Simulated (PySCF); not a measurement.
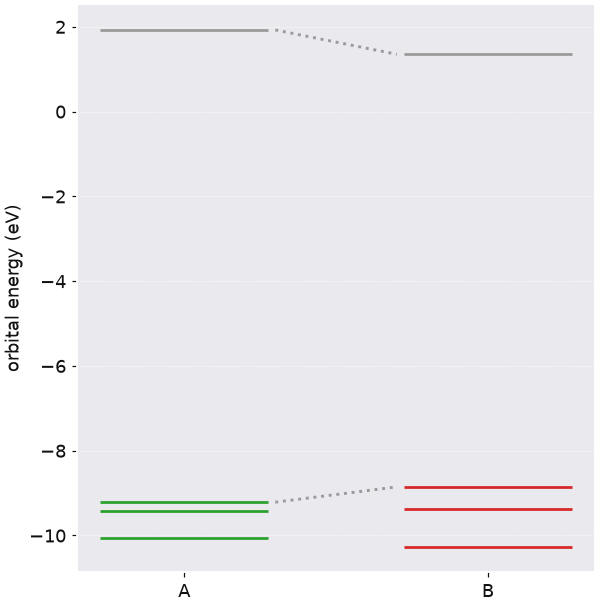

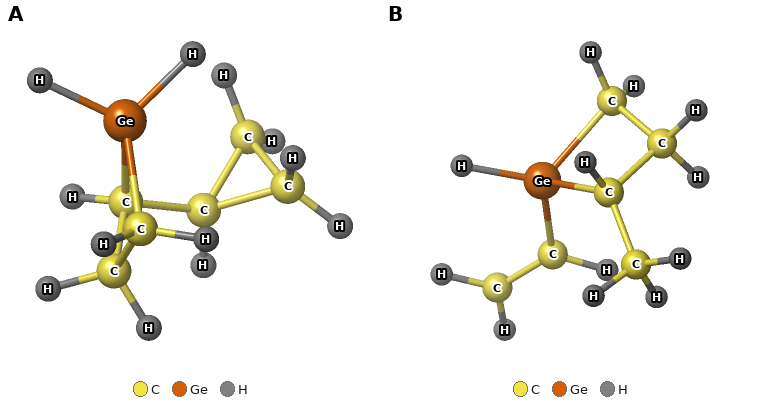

Related molecules: A is C₆H₁₂Ge, SMILES [CH2]1C[C@H](C2CC2)[GeH2]1, singlet; B is C₆H₁₂Ge, SMILES C=[CH][Ge@@H]1[CH2]C[C@@H]1C, singlet. Frontier orbital energies, ωB97X-D/def2-SVPD with PySCF, at a PBE0-D3(BJ)/def2-SVP geometry (no frequency check); drawn are at most three filled levels and, in grey, the LUMO with any level within 0.03 eV of it; dotted lines join the HOMOs and the LUMOs.

Question: What does the change do to the frontier levels?

Answer: From A to B the HOMO rises by 0.36 eV and the LUMO falls by 0.57 eV, so the separation goes from 11.14 to 10.20 eV.

Question: Does the ΔSCF ionisation energy follow the HOMO?

Answer: A: −ε(HOMO) 9.22, ΔSCF 9.29 eV; B: −ε(HOMO) 8.85, ΔSCF 8.91 eV.

Caveats, for all or some of the runs: empty levels above zero depend strongly on the basis; one conformer of a flexible molecule.
